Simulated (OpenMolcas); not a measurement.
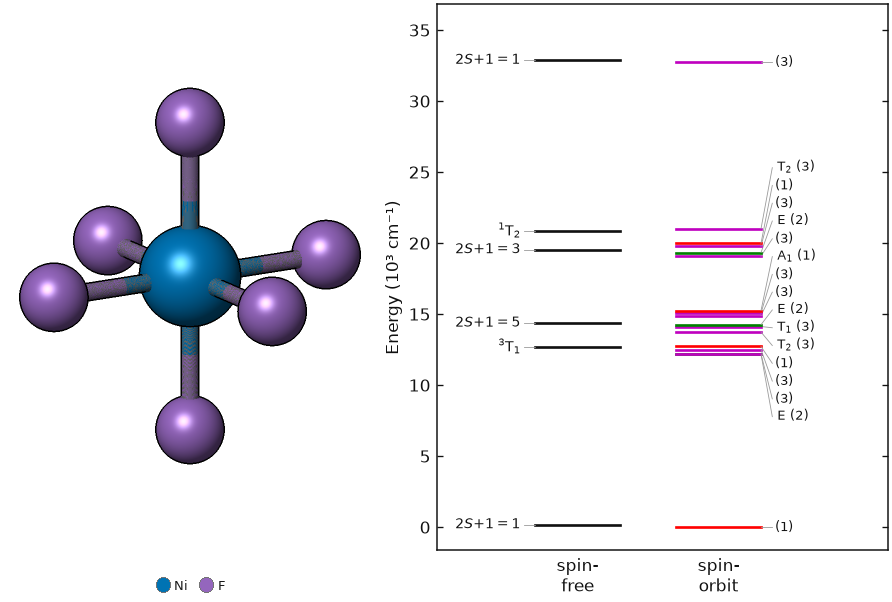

Ni⁴⁺ (3d⁶) as a dopant in Cs₂GeF₆, a cluster with its 6 nearest F⁻ at 1.677 Å (octahedron) embedded in model potentials and point charges; the geometry was set, not optimised, and its levels. Labels give the representation in O, Td, D4 or D3 as the site allows (double group for half-integer spin) where it could be assigned and, in brackets, the degeneracy; spin-free states, where drawn, share the zero of the spin-orbit levels. Level of the calculation: state-averaged CASSCF, active space 6 electrons in the shell 3d, basis ANO-RCC-VDZP on all atoms, DKH2 scalar Hamiltonian, spin-orbit coupling by RASSI with atomic mean-field integrals (OpenMolcas).

Q: Describe the ground state and the low levels.

A: The ground level is non-degenerate, 99 % from states of spin multiplicity 1. The next level lies at 12,200 cm⁻¹ (E). The active orbitals hold 65 to 82 % metal character (Löwdin), and the Mulliken charge of the metal is +1.66.

Note: small active space favours high spin, ground spin may be wrong; covalent bonds, ligand orbitals missing from the active space; the geometry is set by hand, with no relaxation and no charge compensation.
